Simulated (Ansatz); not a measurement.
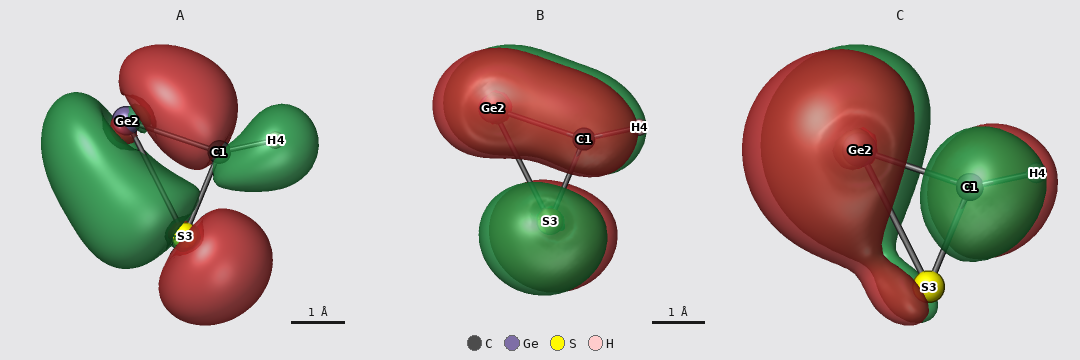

Figure. CHGeS (SMILES [CH]1=[Ge][S]1) (doublet). Three frontier orbitals at ±0.08 Å⁻³ᐟ² (green and red are the two phases), in no order.

Geometry: B3LYP-D3(BJ)/def2-SVP.

Level of theory: isolated molecule in a Gaussian basis; Kohn-Sham density functional theory, functional PBE0 (Ansatz 0.2.0).

Which picture is the HOMO−1, the HOMO and the LUMO? All are α orbitals.

A is the HOMO−1 (α) (−7.53 eV). It lies mainly on S3 (about 45 %), Ge2 (about 30 %) and C1 (about 20 %); it is symmetric in the molecular plane (an in-plane orbital: σ, lone-pair or in-plane π type). B is the HOMO (α) (−5.60 eV). Its weight (Hirshfeld) is mainly on S3 (about 45 %), C1 (about 25 %) and Ge2 (about 25 %); it changes sign across the molecular plane (π type); π-bonding across C1–Ge2; π-antibonding (a node) across C1–S3 and Ge2–S3. C is the LUMO (α) (−2.09 eV). By Hirshfeld shares it lies mainly on Ge2 (about 65 %), C1 (about 25 %) and S3 (about 5 %); it changes sign across the molecular plane (π type); π-antibonding (a node) across C1–Ge2 and C1–S3.

What is the gap between the highest occupied and lowest empty α orbitals?

3.51 eV between the orbital energies.
